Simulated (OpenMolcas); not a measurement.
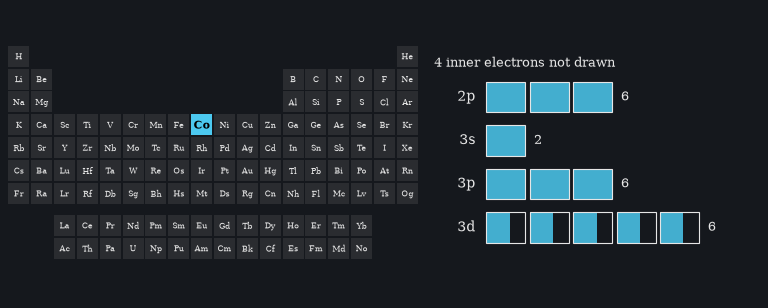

Left, the place of cobalt in the periodic table; right, the outer shells of the leading configuration of the lowest level: a box for each of the 2l + 1 orbitals, shaded by the share of the shell that is filled, with the electron count at the right.

**Multiconfigurational calculation: Co³⁺ complex (part 1 of 2)**

System: Co³⁺ with 6 ligands (Br; octahedron, 2.52 Å), neutralised by 6 outer point charges of +0.5 e, whose field is part of the energies.
Method: state-averaged CASSCF, active space 6 electrons in the shell 3d, basis ANO-RCC-VDZP on the metal and ANO-RCC-VDZP on the ligands, DKH2 scalar Hamiltonian, spin-orbit coupling by RASSI with atomic mean-field integrals (OpenMolcas).

### Key numbers

| quantity | value |
| --- | --- |
| outcome | converged |
| energy of the lowest spin-free term | −17018.79657 hartree |
| energy of the lowest spin-orbit level | −17018.79885 hartree |
| largest spread among components of a term | 0.0 cm⁻¹ |
| hardware | 1 thread of Arm Neoverse V2, 24 GiB of memory available, shared host |
| wall time | 1.9 min |

### Remarks

Without dynamic correlation the splittings between terms come out too large, often by 20 to 50 %. To bear in mind: small active space favours high spin, ground spin may be wrong; covalent bonds, ligand orbitals missing from the active space; distances are set from ionic radii, not optimised.

### Input
```
&GATEWAY
Coord
7

Co 0.0 0.0 0.0
Br 2.520000 0.000000 0.000000
Br 0.000000 2.520000 0.000000
Br -2.520000 0.000000 0.000000
Br 0.000000 -2.520000 0.000000
Br 0.000000 0.000000 2.520000
Br 0.000000 0.000000 -2.520000
Basis=Co.ANO-RCC-VDZP,Br.ANO-RCC-VDZP
Group=XYZ
NoMove
AngMom=0.0 0.0 0.0
AMFI
RICD
XField
3 Angstrom 0
5.120000 0.000000 0.000000 0.500000
0.000000 5.120000 0.000000 0.500000
0.000000 0.000000 5.120000 0.500000
&SEWARD
&RASSCF
FileOrb=start.orb
Symmetry=1
Spin=5
nActEl=6 0 0
Inactive=57 60
Ras2=5 0
CIRoot=5 5 1
SDav=5
CIMx=300
Iter=150 100
PrWF=0.3
OrbListing=Nothing
MaxOrb=0
LevShft=1.0
>>> COPY $Project.JobIph JOB001
&RASSCF
FileOrb=start.orb
Symmetry=1
Spin=3
nActEl=6 0 0
Inactive=57 60
Ras2=5 0
CIRoot=45 45 1
SDav=45
CIMx=300
Iter=150 100
PrWF=0.3
OrbListing=Nothing
MaxOrb=0
LevShft=1.0
>>> COPY $Project.JobIph JOB002
&RASSCF
FileOrb=start.orb
Symmetry=1
Spin=1
nActEl=6 0 0
Inactive=57 60
Ras2=5 0
CIRoot=50 50 1
SDav=50
CIMx=300
Iter=150 100
PrWF=0.3
OrbListing=Nothing
MaxOrb=0
LevShft=1.0
>>> COPY $Project.JobIph JOB003
&RASSI
NrOfJobIphs=3 5 45 50
1 2 3 4 5
1 2 3 4 5 6 7 8 9 10 11 12 13 14 15 16 17 18 19 20 21 22 23 24 25 26 27
28 29 30 31 32 33 34 35 36 37 38 39 40 41 42 43 44 45
1 2 3 4 5 6 7 8 9 10 11 12 13 14 15 16 17 18 19 20 21 22 23 24 25 26 27
28 29 30 31 32 33 34 35 36 37 38 39 40 41 42 43 44 45 46 47 48 49 50
IphNames
JOB001
JOB002
JOB003
EJob
SpinOrbit
DIPRint=1.0
SOCoupling=1000.0
Subsets=2
Property=9
'ANGMOM' 1 'ANGMOM' 2 'ANGMOM' 3 'MLTPL  1' 1 'MLTPL  1' 2 'MLTPL  1' 3
'AMFI' 1 'AMFI' 2 'AMFI' 3
SOProperty=3
'ANGMOM' 1 'ANGMOM' 2 'ANGMOM' 3
```

The file start.orb holds starting orbitals from an earlier step. A driver script formed the levels outside the program, from RASSI's spin-orbit matrix and the active-space energies, averaged over the components of each term or state.

Command:
```bash
OMP_NUM_THREADS=1 MOLCAS_MEM=2457 MOLCAS_PROJECT=a pymolcas a.inp > a.log  # once for each step of the input, in one work folder
```

### The program's output (extracts)
```
--- SEWARD ---
Basis set label: CO.ANO-RCC...5S4P2D1F.

      Electronic valence basis set:
      ------------------
      Associated Effective Charge  27.000000 au
      Associated Actual Charge     27.000000 au
      Nuclear Model: Point charge

      Shell  nPrim  nBasis  Cartesian Spherical Contaminant
         s      21       5        X
         p      15       4        X
         d      10       2                 X
         f       6       1                 X
                  Relativistic Douglas-Kroll-Hess integrals:
                    - DKH order of Hamiltonian: 2
                    - DKH order of Properties : 0
                  Atomic mean-field integrals
--- RASSCF ---
Wave function specifications:
      -----------------------------

      Number of closed shell electrons         234
      Number of electrons in active shells       6
      Max number of holes in RAS1 space          0
      Max nr of electrons in RAS3 space          0
      Number of inactive orbitals              117
      Number of active orbitals                  5
      Number of secondary orbitals              74
      Spin quantum number                      2.0
      State symmetry                             1
Orbital specifications:
      -----------------------

      Symmetry species                           1   2
                                                ag  au
      Frozen orbitals                            0   0
      Inactive orbitals                         57  60
      Active orbitals                            5   0
      RAS1 orbitals                              0   0
      RAS2 orbitals                              5   0
      RAS3 orbitals                              0   0
      Secondary orbitals                        34  40
      Deleted orbitals                           0   0
      Number of basis functions                 96 100
      Number of CSFs                             5
      Number of root(s) required                 5
      Iter CI   SX   CI       RASSCF       Energy    max ROT     max BLB   max BLB  Level Ln srch  Step   QN
          iter iter root      energy       change     param      element    value   shift minimum  type update
 Nr of preliminary CI iterations:   1
      Total energies have been shifted. Add               -17000.00 au
        1   1   15    0   -18.02358969    0.00E+00  -8.48E-02   62  68 1  4.33E-01*  1.81   0.00    SX    NO
        2   1   15    0   -18.54133671   -5.18E-01* -6.30E-02   13  61 2  1.65E-01*  1.43   0.00    SX    NO
        3   1   15    0   -18.69195897   -1.51E-01* -5.11E-02   13  61 2  9.72E-02*  1.31   0.00    SX    NO
        4   1   15    0   -18.74765052   -5.57E-02* -3.54E-02   13  61 2  5.42E-02*  1.23   0.00    SX    NO
        5   1   15    0   -18.76875472   -2.11E-02* -4.16E-02   13  61 2  2.99E-02*  1.19   2.45    LS   YES
        6   1   14    0   -18.78005281   -1.13E-02* -1.73E-02   60  66 1 -1.72E-02*  1.14   1.24    QN   YES
        7   1   14    0   -18.78277910   -2.73E-03* -1.12E-02    6  73 2 -1.12E-02*  1.14   1.68    LS   YES
        8   1   14    0   -18.78330894   -5.30E-04* -5.11E-03    6  73 2 -1.40E-02*  1.14   1.05    QN   YES
        9   1   13    0   -18.78394058   -6.32E-04* -3.00E-03   10  61 2  3.41E-03*  1.13   1.60    LS   YES
       10   1   13    0   -18.78404313   -1.03E-04* -2.56E-03    6  73 2  1.05E-02*  1.13   1.02    QN   YES
       11   1   12    0   -18.78417222   -1.29E-04* -5.45E-03    5  72 2  2.64E-03*  1.14   1.65    QN   YES
       12   1   12    0   -18.78424385   -7.16E-05* -2.65E-03    6  73 2 -1.22E-03*  1.13   1.31    QN   YES
       13   1   11    0   -18.78426098   -1.71E-05* -1.61E-03    6  73 2 -1.26E-03*  1.13   1.61    LS   YES
       14   1   11    0   -18.78426384   -2.87E-06*  1.75E-04    6  73 2 -1.28E-03*  1.13   1.00    QN   YES
       15   1   10    0   -18.78426796   -4.12E-06*  1.52E-04    6  73 2 -3.88E-04*  1.13   1.87    LS   YES
       16   1    9    0   -18.78426908   -1.12E-06* -2.45E-04    4  71 2  3.89E-04*  1.13   0.99    QN   YES
       17   1    9    0   -18.78426959   -5.13E-07* -2.62E-04    4  71 2  1.99E-04*  1.13   2.07    LS   YES
       18   1    8    0   -18.78426978   -1.85E-07* -4.54E-05   52  94 1 -5.89E-05   1.13   1.00    QN   YES
       19   1    7    0   -18.78426983   -5.07E-08* -6.80E-05   10  63 1 -3.83E-05   1.13   2.50    LS   YES
       20   1    7    0   -18.78426986   -2.87E-08*  1.60E-05    1  71 2 -4.92E-05   1.13   1.01    QN   YES
       21   1    6    0   -18.78426987   -7.65E-09  -1.88E-05   13  71 2 -1.01E-05   1.13   1.85    QN   YES
      Convergence after 21 iterations
       22   1    6    0   -18.78426987   -2.87E-09  -1.88E-05    3  73 2  8.38E-06   1.13   1.85    QN   YES
      Natural orbitals and occupation numbers for root  1
      sym 1:   2.000000   1.000000   1.000000   1.000000   1.000000
      Natural orbitals and occupation numbers for root  2
      sym 1:   1.000000   1.000000   1.000000   2.000000   1.000000
      Natural orbitals and occupation numbers for root  3
      sym 1:   1.000000   2.000000   1.000000   1.000000   1.000000
::    RASSCF root number  1 Total energy: -17018.79656815
::    RASSCF root number  2 Total energy: -17018.79656815
::    RASSCF root number  3 Total energy: -17018.79656815
::    RASSCF root number  4 Total energy: -17018.76582244
::    RASSCF root number  5 Total energy: -17018.76582244
--- RASSCF ---
Wave function specifications:
      -----------------------------

      Number of closed shell electrons         234
      Number of electrons in active shells       6
      Max number of holes in RAS1 space          0
      Max nr of electrons in RAS3 space          0
      Number of inactive orbitals              117
      Number of active orbitals                  5
      Number of secondary orbitals              74
      Spin quantum number                      1.0
      State symmetry                             1
Orbital specifications:
      -----------------------

      Symmetry species                           1   2
                                                ag  au
      Frozen orbitals                            0   0
      Inactive orbitals                         57  60
      Active orbitals                            5   0
      RAS1 orbitals                              0   0
      RAS2 orbitals                              5   0
      RAS3 orbitals                              0   0
      Secondary orbitals                        34  40
      Deleted orbitals                           0   0
      Number of basis functions                 96 100
      Number of CSFs                            45
      Number of root(s) required                45
      Iter CI   SX   CI       RASSCF       Energy    max ROT     max BLB   max BLB  Level Ln srch  Step   QN
          iter iter root      energy       change     param      element    value   shift minimum  type update
 Nr of preliminary CI iterations:   1
      Total energies have been shifted. Add               -17000.00 au
        1   1    8    0   -18.62809213    0.00E+00  -1.46E-02   59  65 1 -2.28E-02*  1.16   0.00    SX    NO
        2   1    9    0   -18.63042617   -2.33E-03*  1.32E-02   50  62 1 -1.23E-02*  1.16   0.00    SX    NO
        3   1    9    0   -18.63164823   -1.22E-03* -9.52E-03   50  62 1 -8.86E-03*  1.15   0.00    SX    NO
        4   1    8    0   -18.63236568   -7.17E-04* -7.79E-03   50  62 1 -7.27E-03*  1.15   0.00    SX    NO
        5   1    8    0   -18.63280562   -4.40E-04* -1.12E-02   50  62 1 -5.67E-03*  1.14   2.50    LS   YES
        6   1    8    0   -18.63325451   -4.49E-04* -1.58E-02   49  63 1 -3.74E-03*  1.14   2.50    LS   YES
        7   1    8    0   -18.63351857   -2.64E-04* -2.37E-03   32  73 2  4.32E-03*  1.13   1.11    QN   YES
        8   1    8    0   -18.63356145   -4.29E-05*  1.87E-03   49  63 1 -2.30E-03*  1.13   1.21    QN   YES
        9   1    8    0   -18.63358288   -2.14E-05*  1.34E-03   49  63 1 -1.08E-03*  1.13   1.72    LS   YES
       10   1    7    0   -18.63358744   -4.56E-06*  8.43E-04   32  63 2  5.49E-04*  1.13   1.01    QN   YES
       11   1    7    0   -18.63359060   -3.16E-06*  4.30E-04   49  77 1 -2.64E-04*  1.13   1.51    LS   YES
       12   1    7    0   -18.63359100   -3.97E-07*  3.47E-04   59  65 1 -2.57E-04*  1.13   0.99    QN   YES
       13   1    7    0   -18.63359155   -5.58E-07*  4.54E-04   59  65 1 -1.47E-04*  1.13   2.31    LS   YES
       14   1    6    0   -18.63359181   -2.62E-07*  1.51E-04   32  63 2 -1.19E-04*  1.13   1.00    QN   YES
       15   1    6    0   -18.63359192   -1.04E-07*  2.26E-04   49  77 1  6.56E-05   1.13   2.50    LS   YES
       16   1    6    0   -18.63359196   -4.43E-08*  6.71E-05   49  63 1  9.85E-05   1.13   0.82    QN   YES
       17   1    6    0   -18.63359200   -3.46E-08*  1.01E-04   49  63 1  5.21E-05   1.13   2.50    LS   YES
       18   1    6    0   -18.63359200   -1.99E-09   5.16E-05   32  73 2  9.74E-05   1.13   0.54    QN   YES
      Convergence after 18 iterations
       19   1    6    0   -18.63359201   -1.50E-08*  5.16E-05   51  66 1  1.62E-05   1.13   0.54    QN   YES
      Natural orbitals and occupation numbers for root  1
      sym 1:   0.093276   1.898006   1.095543   1.882281   1.030894
      Natural orbitals and occupation numbers for root  2
      sym 1:   1.031185   1.898000   1.882519   1.095305   0.092991
      Natural orbitals and occupation numbers for root  3
      sym 1:   0.075826   1.081069   1.897687   1.896756   1.048663
::    RASSCF root number  1 Total energy: -17018.72223137
::    RASSCF root number  2 Total energy: -17018.72223137
::    RASSCF root number  3 Total energy: -17018.72223137
::    RASSCF root number  4 Total energy: -17018.70932432
::    RASSCF root number  5 Total energy: -17018.70932432
::    RASSCF root number  6 Total energy: -17018.70932432
::    RASSCF root number  7 Total energy: -17018.70123557
::    RASSCF root number  8 Total energy: -17018.70123557
::    RASSCF root number  9 Total energy: -17018.70123557
::    RASSCF root number 10 Total energy: -17018.68991290
::    RASSCF root number 11 Total energy: -17018.68991290
::    RASSCF root number 12 Total energy: -17018.68991289
::    RASSCF root number 13 Total energy: -17018.67631412
::    RASSCF root number 14 Total energy: -17018.67631412
::    RASSCF root number 15 Total energy: -17018.67631412
::    RASSCF root number 16 Total energy: -17018.67606216
::    RASSCF root number 17 Total energy: -17018.67606216
::    RASSCF root number 18 Total energy: -17018.65787160
::    RASSCF root number 19 Total energy: -17018.65787160
::    RASSCF root number 20 Total energy: -17018.65787160
::    RASSCF root number 21 Total energy: -17018.65769282
::    RASSCF root number 22 Total energy: -17018.65769282
::    RASSCF root number 23 Total energy: -17018.65272782
::    RASSCF root number 24 Total energy: -17018.65025502
::    RASSCF root number 25 Total energy: -17018.65025502
::    RASSCF root number 26 Total energy: -17018.65025502
::    RASSCF root number 27 Total energy: -17018.63463800
::    RASSCF root number 28 Total energy: -17018.63011623
::    RASSCF root number 29 Total energy: -17018.63011623
::    RASSCF root number 30 Total energy: -17018.63011623
--- RASSCF ---
Wave function specifications:
      -----------------------------

      Number of closed shell electrons         234
      Number of electrons in active shells       6
      Max number of holes in RAS1 space          0
      Max nr of electrons in RAS3 space          0
      Number of inactive orbitals              117
      Number of active orbitals                  5
      Number of secondary orbitals              74
      Spin quantum number                      0.0
      State symmetry                             1
Orbital specifications:
      -----------------------

      Symmetry species                           1   2
                                                ag  au
      Frozen orbitals                            0   0
      Inactive orbitals                         57  60
      Active orbitals                            5   0
      RAS1 orbitals                              0   0
      RAS2 orbitals                              5   0
      RAS3 orbitals                              0   0
      Secondary orbitals                        34  40
      Deleted orbitals                           0   0
      Number of basis functions                 96 100
      Number of CSFs                            50
      Number of root(s) required                50
      Iter CI   SX   CI       RASSCF       Energy    max ROT     max BLB   max BLB  Level Ln srch  Step   QN
          iter iter root      energy       change     param      element    value   shift minimum  type update
 Nr of preliminary CI iterations:   1
      Total energies have been shifted. Add               -17000.00 au
        1   1    8    0   -18.56115730    0.00E+00   5.19E-03   60  65 1  9.75E-03*  1.13   0.00    SX    NO
        2   1    8    0   -18.56181617   -6.59E-04* -4.43E-03   60  65 1  4.63E-03*  1.12   0.00    SX    NO
        3   1    8    0   -18.56217291   -3.57E-04* -3.10E-03   60  65 1  3.75E-03*  1.12   0.00    SX    NO
        4   1    8    0   -18.56238589   -2.13E-04* -2.51E-03   51  58 1  2.35E-03*  1.12   0.00    SX    NO
        5   1    8    0   -18.56251816   -1.32E-04* -3.67E-03   49  63 1 -2.17E-03*  1.11   2.50    LS   YES
        6   1    8    0   -18.56265638   -1.38E-04* -5.32E-03   49  63 1 -2.16E-03*  1.11   2.50    LS   YES
        7   1    8    0   -18.56273891   -8.25E-05* -8.01E-04   49  63 1 -2.18E-03*  1.11   1.09    QN   YES
        8   1    7    0   -18.56275069   -1.18E-05* -7.89E-04   49  63 1 -1.24E-03*  1.11   1.22    QN   YES
        9   1    7    0   -18.56275730   -6.61E-06* -5.19E-04   49  63 1 -5.41E-04*  1.11   1.66    LS   YES
       10   1    7    0   -18.56275852   -1.22E-06*  3.89E-04   31  73 2 -3.20E-04*  1.11   0.99    QN   YES
       11   1    7    0   -18.56275940   -8.82E-07*  2.28E-04   49  77 1 -1.41E-04*  1.11   1.59    LS   YES
       12   1    7    0   -18.56275952   -1.22E-07* -1.37E-04   60  65 1  1.11E-04*  1.11   0.93    QN   YES
       13   1    6    0   -18.56275971   -1.94E-07* -2.03E-04   46  63 1 -5.84E-05   1.11   2.48    LS   YES
       14   1    6    0   -18.56275981   -9.50E-08* -8.83E-05   31  63 2 -5.54E-05   1.11   0.91    QN   YES
       15   1    6    0   -18.56275985   -4.30E-08* -1.20E-04   49  77 1  4.22E-05   1.11   2.36    LS   YES
       16   1    5    0   -18.56275987   -1.94E-08*  5.41E-05   49  63 1  5.16E-05   1.11   0.94    QN   YES
       17   1    5    0   -18.56275989   -1.53E-08*  4.97E-05   49  63 1  3.07E-05   1.11   1.78    QN   YES
       18   1    5    0   -18.56275989   -6.53E-09  -1.12E-05   58  61 2  8.22E-06   1.11   1.28    QN   YES
      Convergence after 18 iterations
       19   1    5    0   -18.56275989   -2.66E-10  -1.12E-05   58  61 2  5.71E-06   1.11   1.28    QN   YES
      Natural orbitals and occupation numbers for root  1
      sym 1:   0.090151   1.939899   1.939899   1.939899   0.090151
      Natural orbitals and occupation numbers for root  2
      sym 1:   1.001322   1.968918   1.967538   1.007715   0.054507
      Natural orbitals and occupation numbers for root  3
      sym 1:   0.054705   1.007918   1.967352   1.968904   1.001122
::    RASSCF root number  1 Total energy: -17018.68198357
::    RASSCF root number  2 Total energy: -17018.67560705
::    RASSCF root number  3 Total energy: -17018.67560705
::    RASSCF root number  4 Total energy: -17018.67560705
::    RASSCF root number  5 Total energy: -17018.65824763
::    RASSCF root number  6 Total energy: -17018.65824763
::    RASSCF root number  7 Total energy: -17018.65824763
::    RASSCF root number  8 Total energy: -17018.64786317
::    RASSCF root number  9 Total energy: -17018.64786317
::    RASSCF root number 10 Total energy: -17018.63993126
::    RASSCF root number 11 Total energy: -17018.63661860
::    RASSCF root number 12 Total energy: -17018.63661860
::    RASSCF root number 13 Total energy: -17018.63661860
::    RASSCF root number 14 Total energy: -17018.62893049
::    RASSCF root number 15 Total energy: -17018.62893049
::    RASSCF root number 16 Total energy: -17018.62893049
::    RASSCF root number 17 Total energy: -17018.62799204
::    RASSCF root number 18 Total energy: -17018.60812380
::    RASSCF root number 19 Total energy: -17018.60812380
::    RASSCF root number 20 Total energy: -17018.60396376
::    RASSCF root number 21 Total energy: -17018.60396376
::    RASSCF root number 22 Total energy: -17018.60396376
::    RASSCF root number 23 Total energy: -17018.60119899
::    RASSCF root number 24 Total energy: -17018.60119899
::    RASSCF root number 25 Total energy: -17018.60119899
::    RASSCF root number 26 Total energy: -17018.58629877
::    RASSCF root number 27 Total energy: -17018.57020356
::    RASSCF root number 28 Total energy: -17018.56457376
::    RASSCF root number 29 Total energy: -17018.56457376
::    RASSCF root number 30 Total energy: -17018.56048531
```

(Continued in part 2.)
